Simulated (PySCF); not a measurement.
Consider C8H11FO3.

```xyz
23

C     1.3945    1.7356    0.2035
C     0.6768    0.3999    0.1811
O     1.6150   -0.6679   -0.0515
C     2.1832   -0.7822   -1.2471
O     1.9596   -0.1062   -2.2109
C    -0.0577    0.0920    1.5017
C    -1.5137    0.0686    1.0320
F    -2.3986    0.4103    1.9838
C    -1.8464   -1.2307    0.2985
C    -1.0888   -1.0046   -1.0236
C    -0.5287    0.4132   -0.8067
O    -1.5205    1.0294   -0.0015
H     2.1365    1.7584    1.0156
H     0.6549    2.5283    0.3814
H     1.8957    1.9286   -0.7546
H     2.9073   -1.6239   -1.2219
H     0.2817   -0.8548    1.9398
H     0.0679    0.8962    2.2392
H    -2.9349   -1.2778    0.1555
H    -1.5257   -2.1215    0.8548
H    -1.7667   -1.0029   -1.8871
H    -0.3095   -1.7525   -1.2145
H    -0.3518    0.9966   -1.7150
```

Geometry: PBE0-D3(BJ)/def2-SVP.

All numbers below come from PBE0/pcSseg-1, SCF density, gas phase, non-relativistic (PySCF).

> What will maps of the electron density and electron localisation function show?

C–F (1.34 Å): ρ is about 2.3 e/Å³ halfway; the ELF peaks at about 0.85 between the atoms (a shared but strongly polarised pair).
C–C (1.53 Å): the density is about 1.7 e/Å³ at the midpoint; the ELF peaks at about 0.95 between the atoms (a covalent bond).
C–O (1.33 Å): ρ is about 2.5 e/Å³ halfway; the ELF peaks at about 0.90 between the atoms: a shared but strongly polarised pair.
C–C (1.53 Å): ρ at the midpoint is about 1.7 e/Å³; the ELF peaks at about 0.95 between the atoms, as expected for a shared electron pair.

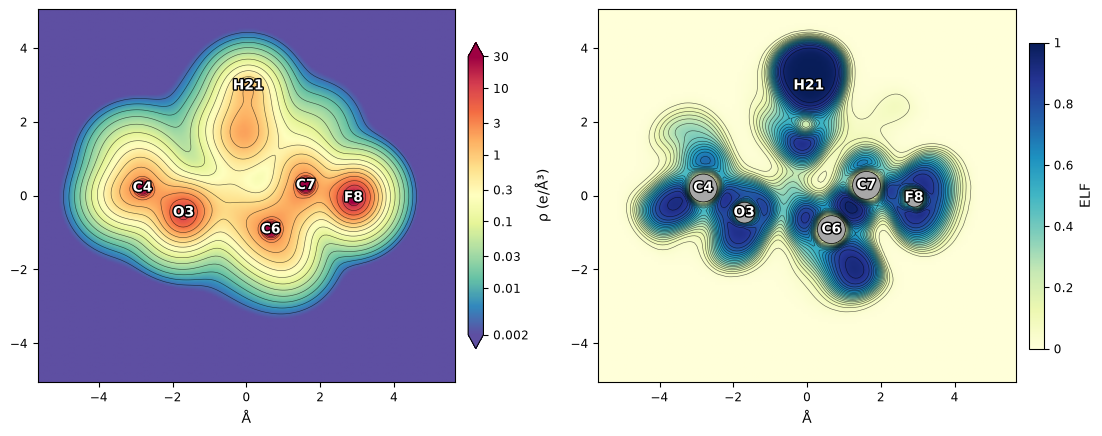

Computed electron density and electron localisation function on the plane of atoms C6, C7 and F8, in this order. Grey discs cover the atomic cores in the ELF map. 
